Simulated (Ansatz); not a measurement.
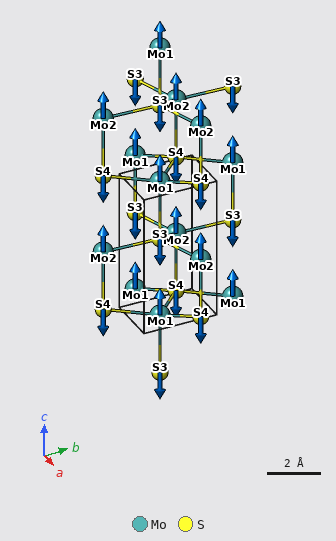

This is a relaxation of crystalline MoS (built on the wurtzite type). The starting structure is drawn; blue arrows show the displacements (the part carried along by the change of the cell is left out), 50 times their true length.

A ball-and-stick model of the cell of the calculation, repeated 1 × 1 × 2 with one cell outlined, seen slightly off an axis.

Case: volume × 0.980.

These are results of DFT PBEsol, scalar-relativistic, plane waves, PAW in Ansatz 0.2.0, not measurements.

The input:
```yaml
crystal:
  lattice:
    - [3.8928386606, 0.0, 0.0]
    - [-1.9464193303, 3.3712971729, 0.0]
    - [0.0, 0.0, 5.3219778417]
  atoms:
    - { symbol: Mo, position: [0.6666666667, 0.3333333333, 0.0269703124], spin: 0.05 }
    - { symbol: Mo, position: [0.3333333333, 0.6666666667, 0.5269703124], spin: 0.05 }
    - { symbol: S, position: [0.6666666667, 0.3333333333, 0.5982296876] }
    - { symbol: S, position: [0.3333333333, 0.6666666667, 0.0982296876] }
basis:
  ecutwfc: 420
  ecutrho_ratio: 4
kpoints:
  mp_grid: { grid: [10, 10, 6] }
hamiltonian:
  xc: pbesol
scf:
  occupations: { method: gaussian, width: 0.05 }
output:
  forces: true
  stress: true
  eigenvalues: true
  populations: true
magnetization:
  spin_polarized: true
relax:
  f_tol: 0.01
  max_steps: 40
  cell: { stress_tol: 0.1, fix: [volume] }
```

> Describe the change and its energy.

The largest moves relative to the cell, 0.022 Å, are those of Mo1, Mo2, S3 and S4. Mo2 goes along +c. Largest moves by element: Mo 0.022 Å, S 0.022 Å. The drawn cell changes at constant volume: a = b 3.893 → 3.918 Å (+0.7 %), c 5.322 → 5.253 Å (−1.3 %). Among the contacts that change: Mo1–S3 2.282 → 2.296 Å, Mo1–S4 2.279 → 2.286 Å. The space group stays P6_3mc (No. 186). After 4 accepted moves (5 points after the start) the energy has fallen by 5.1 meV per cell of the calculation. Largest force component: 0.094 eV/Å at the start, 0.0016 eV/Å at the end. The pressure goes from 3.27 to 1.99 GPa. At 1 point the geometry stayed and the basis and grid were re-selected for the new cell (energy shift of less than 0.05 meV per cell of the calculation at most each time). The program noted that the starting moments weren't kept.
